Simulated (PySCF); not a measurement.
# C5H9N: the cost of one run

Computed with PySCF 2.14.0 and routines of our own; the level stands in each step. Atoms count from 0.

### 1 The system as given

15 atoms, charge 0, multiplicity 1; geometry from: GFN2-xTB.

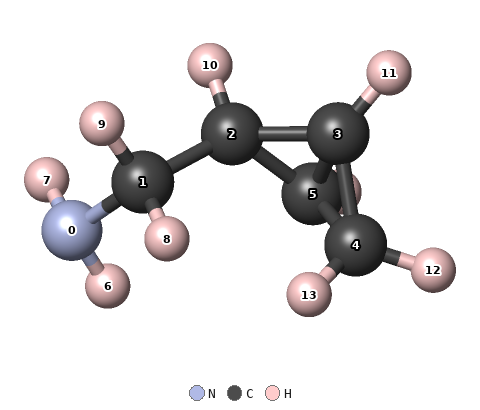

The starting geometry (nitrogen light blue, carbon dark grey, hydrogen pink).

### 2 Optimising the geometry at PBE0-D3(BJ)/def2-SVP

What the job is given:

```
{"job": {"xc": "PBE0", "basis": "def2-SVP", "d3": "d3bj", "grid": 1, "kind": "geom"}, "charge": 0, "multiplicity": 1}
N     -2.030509    -0.550074    -0.694174
C     -0.938378    -1.012833     0.148844
C     -0.232344     0.110167     0.898422
C      1.243090     0.170691     1.150308
C      1.699157     0.245337    -0.272118
C      0.612027     1.147220     0.218267
H     -1.669066     0.093136    -1.392044
H     -2.707018    -0.038809    -0.135394
H     -0.247621    -1.566130    -0.488161
H     -1.354453    -1.715205     0.877069
H     -0.853864     0.496602     1.707665
H      1.794055     0.272396     2.061409
H      2.668095     0.696038    -0.453273
H      1.473424    -0.555512    -0.963243
H      0.538988     2.214965     0.212361
```

Launch:

```console
> OMP_NUM_THREADS=1 python excited_run.py task.json out
```

One launch serves the whole session: the jobs run in the order shown.

**Question.** How long does this first job take on 1 thread of Arm Neoverse N1, shared host, and how much memory does it need?

About 55 s, with a peak of 0.55 GiB.
